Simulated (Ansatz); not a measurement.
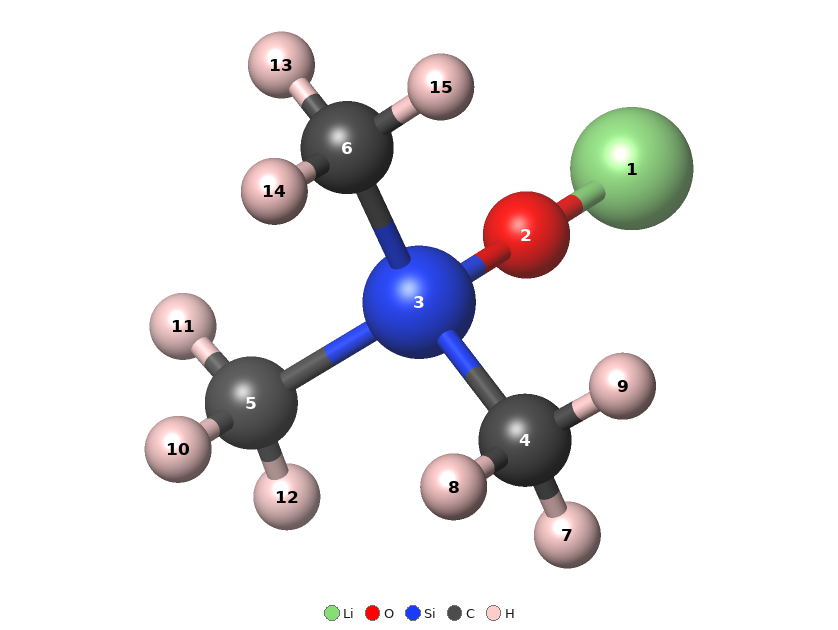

The geometry was computed by an optimisation with PBE-D4/def2-SVP. No frequency run is at hand to confirm it as a minimum.

Question: What is the geometry at O2?

Answer: O2 has 2 neighbours (Li1 at 1.62, Si3 at 1.65 Å); the arrangement is linear.

Question: What is the geometry at C4?

Answer: C4 has 4 neighbours (Si3 at 1.90, H7 at 1.11, H8 at 1.11, H9 at 1.11 Å); the arrangement is tetrahedral.

Question: What is the geometry at Si3?

Answer: Si3 has 4 neighbours (O2 at 1.65, C4 at 1.90, C5 at 1.90, C6 at 1.90 Å); the arrangement is tetrahedral.
